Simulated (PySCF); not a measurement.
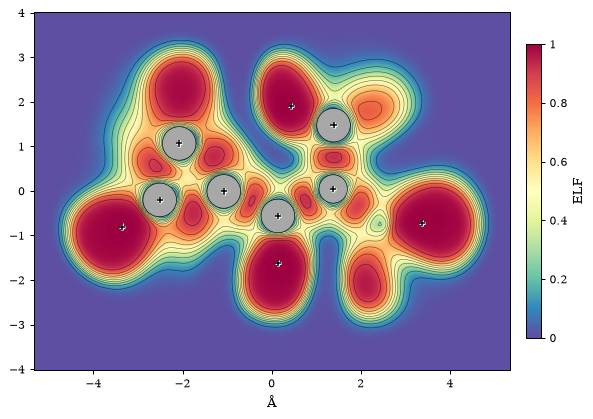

The electron localisation function on a plane through atoms (crosses mark nuclei in the plane; grey discs cover the cores).

All numbers below come from PBE0/pcSseg-1, SCF density, gas phase, non-relativistic in PySCF.

Candidates:
A. C6H9N (SMILES CN(C)C=C1C=C1)
B. C11H9Cl (SMILES C#Cc1c(Cl)cccc1C1CC1)
C. C4H10SSi

Which candidate gave the map?

Answer. Candidate A: C6H9N on the plane of atoms C3, N2 and C4, which holds N, C and H. C–C (1.34 Å): the ELF peaks at about 0.90 between the atoms; a multiple bond. C–N (1.38 Å): the ELF peaks at about 0.95 between the atoms (a covalent bond).
